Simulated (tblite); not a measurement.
C$_{2}$H$_{9}$BSi$_{2}$: geometry relaxation (part 2 of 2)

C$_{2}$H$_{9}$BSi$_{2}$, SMILES [SiH3]B[C]C[SiH3]; GFN2-xTB geometry optimisation, gas phase (tblite 0.8.0). 

Geometry of the input (Å):
```
C  -0.1352  -0.7483  0.6005
C  1.0234  -0.7988  1.4494
Si 1.8838  0.8219  1.4584
B  -1.2030  -0.5459  -0.5279
Si -1.8169  1.3094  -0.8246
H  1.6913  -1.5335  1.0976
H  0.7386  -1.0453  2.4324
H  0.9093  1.8546  1.7182
H  2.8477  0.8417  2.5040
H  2.5179  1.0419  0.2390
H  -2.0209  -1.3519  -0.6040
H  -2.6889  1.6871  0.2258
H  -2.5176  1.3668  -2.0642
H  -0.7133  2.1433  -0.8700
```

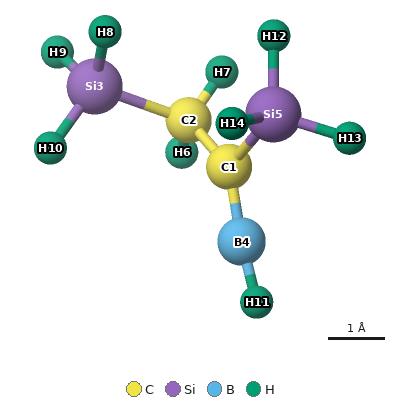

**Figure 1.** The geometry at step 152 of the log (ball-and-stick view, seen at a tilt; atoms are numbered from 1 in the order of the input).

## Trajectory as extended XYZ, continued
```
14
Properties=species:S:1:pos:R:3:forces:R:3 step=80 energy=-366.84939
C    -0.5623   -0.4474    0.3117    0.1340   0.0010  -0.0060
C     0.6749   -0.5310    1.1794   -0.0170   0.0730  -0.0710
Si    1.7076    1.0486    1.3797    0.0450   0.0570   0.0250
B    -1.4606   -1.3739   -0.1795   -0.0280  -0.0260  -0.0170
Si   -1.1766    1.2033   -0.4376   -0.0840   0.1230  -0.1200
H     1.3161   -1.3154    0.7642    0.0320  -0.0020  -0.0390
H     0.4073   -0.8986    2.1779   -0.1330   0.0800  -0.0560
H     0.8828    2.0752    2.0228    0.0470   0.0210   0.0350
H     2.8778    0.7491    2.2075    0.0110  -0.0390   0.0590
H     2.1841    1.5310    0.0802    0.0490  -0.0260   0.0200
H    -2.2568   -2.0369   -0.6711   -0.0250  -0.0310   0.0140
H    -2.2579    1.8099    0.3587    0.0220  -0.0620   0.0170
H    -1.6976    1.0086   -1.8048   -0.0140  -0.0180   0.1210
H    -0.1225    2.2205   -0.5543   -0.0410  -0.1490   0.0170
14
Properties=species:S:1:pos:R:3:forces:R:3 step=96 energy=-366.89088
C    -0.5611   -0.4379    0.2345    0.0280   0.0180  -0.0270
C     0.6571   -0.4718    1.1307   -0.0050   0.0090   0.0210
Si    1.7475    1.0649    1.3966    0.0000   0.0120  -0.0030
B    -1.4336   -1.4125   -0.2137   -0.0050   0.0010  -0.0160
Si   -1.2387    1.2049   -0.4616    0.0050   0.0000   0.0450
H     1.3188   -1.2685    0.7699   -0.0510  -0.0120  -0.0190
H     0.3262   -0.8071    2.1204    0.0060   0.0150   0.0380
H     0.9986    2.1498    2.0390   -0.0040  -0.0200  -0.0360
H     2.8361    0.6540    2.2939   -0.0180  -0.0070  -0.0060
H     2.3429    1.5217    0.1369   -0.0140  -0.0010   0.0180
H    -2.2166   -2.1329   -0.6487    0.0410   0.0230  -0.0010
H    -2.2689    1.8043    0.4035    0.0240  -0.0270   0.0230
H    -1.8513    1.0084   -1.7812   -0.0090   0.0040   0.0020
H    -0.1408    2.1656   -0.5856    0.0010  -0.0160  -0.0400
14
Properties=species:S:1:pos:R:3:forces:R:3 step=112 energy=-366.91753
C    -0.5324   -0.4456    0.2065   -0.0600  -0.1090  -0.0110
C     0.6270   -0.4600    1.1795   -0.1490  -0.0390  -0.1080
Si    1.7571    1.0643    1.3613   -0.1600  -0.1120  -0.0180
B    -1.3476   -1.4190   -0.3453    0.1940   0.0240  -0.0340
Si   -1.2650    1.2060   -0.3862   -0.1550  -0.0260  -0.1230
H     1.2560   -1.3239    0.9197   -0.1000   0.0950   0.1390
H     0.2060   -0.6677    2.1757    0.1590  -0.0080  -0.1020
H     0.9676    2.1887    1.8670    0.0280   0.0550  -0.0070
H     2.7487    0.6653    2.3566    0.1300   0.0200   0.1090
H     2.4602    1.4359    0.1318   -0.0560  -0.0290  -0.0290
H    -2.0207   -2.1603   -0.9089   -0.0150   0.0400   0.0350
H    -2.0473    1.8547    0.6844    0.0680  -0.0240  -0.1140
H    -2.1144    1.0286   -1.5828   -0.0150  -0.0160   0.2220
H    -0.1789    2.0759   -0.8246    0.1320   0.1310   0.0410
14
Properties=species:S:1:pos:R:3:forces:R:3 step=128 energy=-366.98559
C    -0.4916   -0.4427    0.1506   -0.0800  -0.0490  -0.0870
C     0.5401   -0.4500    1.2492   -0.0220   0.0200  -0.0180
Si    1.7535    1.0148    1.3533   -0.0220   0.0220  -0.0210
B    -1.0884   -1.4230   -0.6200    0.0070   0.0150   0.0400
Si   -1.3054    1.2142   -0.3134    0.0510   0.0430   0.0040
H     1.1100   -1.3832    1.1740   -0.0130   0.0610   0.0310
H    -0.0004   -0.5063    2.2006    0.0490   0.0370   0.0660
H     1.0364    2.2652    1.6269    0.0180  -0.0330  -0.0050
H     2.6726    0.7536    2.4658    0.0180  -0.0310   0.0040
H     2.5214    1.1574    0.1135   -0.0130  -0.0310  -0.0080
H    -1.6761   -2.1595   -1.2759    0.0440   0.0110  -0.0380
H    -1.6654    1.9558    0.9030   -0.0190  -0.0390  -0.0030
H    -2.5257    1.0056   -1.1021    0.0370   0.0150   0.0010
H    -0.3649    2.0411   -1.0908   -0.0550  -0.0410   0.0320
14
Properties=species:S:1:pos:R:3:forces:R:3 step=136 energy=-366.99717
C    -0.5026   -0.4331    0.1345   -0.0450  -0.0120  -0.0240
C     0.4817   -0.4219    1.2773    0.0280  -0.0160   0.0120
Si    1.7531    0.9943    1.3381    0.0100   0.0040  -0.0060
B    -0.9837   -1.4267   -0.6974    0.0410   0.0520   0.0160
Si   -1.3399    1.2249   -0.2793    0.0210  -0.0390   0.0030
H     1.0327   -1.3686    1.2631   -0.0420   0.0110   0.0370
H    -0.0779   -0.4140    2.2201    0.0020   0.0350  -0.0160
H     1.1086    2.2979    1.5192    0.0040  -0.0180  -0.0090
H     2.6146    0.7423    2.4995    0.0310  -0.0110  -0.0270
H     2.5480    1.0102    0.1075    0.0110  -0.0090   0.0100
H    -1.4450   -2.1800   -1.4302    0.0020   0.0070  -0.0120
H    -1.5380    1.9693    0.9690   -0.0320   0.0080   0.0060
H    -2.6519    1.0332   -0.9063    0.0200  -0.0030  -0.0360
H    -0.4833    2.0152   -1.1804   -0.0510  -0.0080   0.0470
14
Properties=species:S:1:pos:R:3:forces:R:3 step=152 energy=-367.03924
C    -0.4557   -0.3357    0.1128    0.0100  -0.0300   0.0540
C     0.3533   -0.3067    1.3845    0.0040  -0.0040  -0.0080
Si    1.8845    0.8255    1.3050   -0.0290   0.0110  -0.0240
B    -0.5832   -1.2397   -0.9240   -0.0080  -0.0320  -0.0180
Si   -1.5554    1.1834   -0.1941    0.0070   0.0390  -0.0330
H     0.6723   -1.3257    1.6186    0.0160   0.0030   0.0090
H    -0.2711    0.0236    2.2203    0.0020  -0.0210  -0.0270
H     1.4449    2.2233    1.2648    0.0240   0.0010  -0.0190
H     2.6783    0.5990    2.5170    0.0140   0.0060   0.0020
H     2.6904    0.5241    0.1183   -0.0240  -0.0150   0.0250
H    -0.7893   -1.9329   -1.8180    0.0210   0.0420   0.0310
H    -1.6324    1.9552    1.0498   -0.0050  -0.0170   0.0360
H    -2.9144    0.7906   -0.5813   -0.0250   0.0130  -0.0290
H    -1.0059    2.0590   -1.2390   -0.0080   0.0030   0.0000
14
Properties=species:S:1:pos:R:3:forces:R:3 step=168 energy=-367.04359
C    -0.4576   -0.3249    0.1351   -0.0090   0.0100   0.0120
C     0.3362   -0.2906    1.4142    0.0120  -0.0330  -0.0100
Si    1.8902    0.8033    1.2937    0.0060   0.0240  -0.0150
B    -0.5345   -1.1978   -0.9317   -0.0020  -0.0170   0.0000
Si   -1.5872    1.1717   -0.1814   -0.0070   0.0390  -0.0280
H     0.6477   -1.3102    1.6566   -0.0120  -0.0040   0.0320
H    -0.2873    0.0539    2.2439    0.0180  -0.0030  -0.0280
H     1.5028    2.2118    1.1847   -0.0020   0.0030  -0.0050
H     2.6992    0.6062    2.4997   -0.0010   0.0090   0.0330
H     2.6732    0.4142    0.1194    0.0040  -0.0090  -0.0150
H    -0.6965   -1.8567   -1.8566   -0.0050  -0.0140  -0.0170
H    -1.6985    1.9151    1.0774   -0.0170  -0.0080   0.0240
H    -2.9313    0.7713   -0.6166    0.0080  -0.0050   0.0040
H    -1.0401    2.0758   -1.2035    0.0070   0.0080   0.0120
14
Properties=species:S:1:pos:R:3:forces:R:3 step=184 energy=-367.06630
C    -0.4665   -0.3242    0.1601   -0.0630   0.0490  -0.0630
C     0.3643   -0.2333    1.4087    0.0190   0.0720  -0.0190
Si    1.9582    0.7994    1.2299   -0.0030  -0.0450   0.0450
B    -0.6014   -1.2262   -0.8765    0.0160  -0.0080  -0.0620
Si   -1.6343    1.1473   -0.1682    0.1050  -0.0520   0.0750
H     0.6444   -1.2428    1.7200   -0.0070  -0.0160   0.0130
H    -0.2242    0.1959    2.2216   -0.0520  -0.0090   0.0580
H     1.6470    2.2168    1.0291   -0.0160  -0.0240  -0.0350
H     2.7200    0.6553    2.4781   -0.0130   0.0140  -0.0270
H     2.7537    0.2813    0.1163    0.0040   0.0170  -0.0340
H    -0.8069   -1.8881   -1.7937    0.0020   0.0060   0.0570
H    -2.2100    1.5640    1.1156   -0.0070  -0.0060   0.0380
H    -2.7296    0.8096   -1.0779    0.0010  -0.0230  -0.0410
H    -0.8984    2.2881   -0.7283    0.0140   0.0260  -0.0060
14
Properties=species:S:1:pos:R:3:forces:R:3 step=192 energy=-367.07602
C    -0.4603   -0.2748    0.1583   -0.0090  -0.0150   0.0060
C     0.3300   -0.1577    1.4343   -0.0100  -0.0120  -0.0050
Si    1.9968    0.7315    1.1946   -0.0090   0.0030   0.0150
B    -0.5022   -1.1665   -0.8960    0.0120   0.0010   0.0300
Si   -1.6956    1.1368   -0.1324    0.0130   0.0020  -0.0250
H     0.5256   -1.1595    1.8255    0.0070  -0.0320  -0.0090
H    -0.2492    0.3630    2.2003   -0.0070   0.0160  -0.0010
H     1.7859    2.1408    0.8608   -0.0190   0.0210  -0.0160
H     2.7543    0.6487    2.4498   -0.0080  -0.0040  -0.0290
H     2.7308    0.0746    0.1122    0.0330  -0.0100  -0.0010
H    -0.6401   -1.8490   -1.8084    0.0000   0.0040   0.0010
H    -2.4190    1.3542    1.1296   -0.0110   0.0130  -0.0390
H    -2.6473    0.8220   -1.2037    0.0200   0.0140   0.0380
H    -0.9934    2.3789   -0.4903   -0.0140  -0.0020   0.0330
14
Properties=species:S:1:pos:R:3:forces:R:3 step=207 energy=-367.08447
C    -0.4720   -0.2740    0.1698    0.0000   0.0010   0.0010
C     0.3469   -0.1621    1.4282    0.0000   0.0000   0.0000
Si    2.0090    0.7176    1.1262    0.0020   0.0020  -0.0030
B    -0.5393   -1.1713   -0.8779    0.0000  -0.0010  -0.0010
Si   -1.7010    1.1502   -0.0735   -0.0020   0.0020   0.0020
H     0.5449   -1.1643    1.8187    0.0000   0.0000   0.0000
H    -0.2090    0.3703    2.2037    0.0000   0.0000   0.0000
H     1.7813    2.0757    0.6274    0.0010  -0.0050   0.0020
H     2.7430    0.7839    2.3945   -0.0010   0.0000  -0.0010
H     2.7849   -0.0435    0.1436   -0.0020   0.0020   0.0030
H    -0.6927   -1.8537   -1.7879    0.0000   0.0000   0.0000
H    -2.6063    1.1895    1.0852    0.0030   0.0000  -0.0040
H    -2.4889    0.9923   -1.2975    0.0010   0.0010   0.0010
H    -0.9846    2.4324   -0.1257   -0.0020  -0.0020   0.0000
```

## Key numbers

| quantity | value |
| --- | --- |
| outcome | converged |
| total energy | −367.0845 eV |
| hardware | 1 CPU thread, shared host |
| wall time | 17 s |
| peak memory | 0.18 GiB |
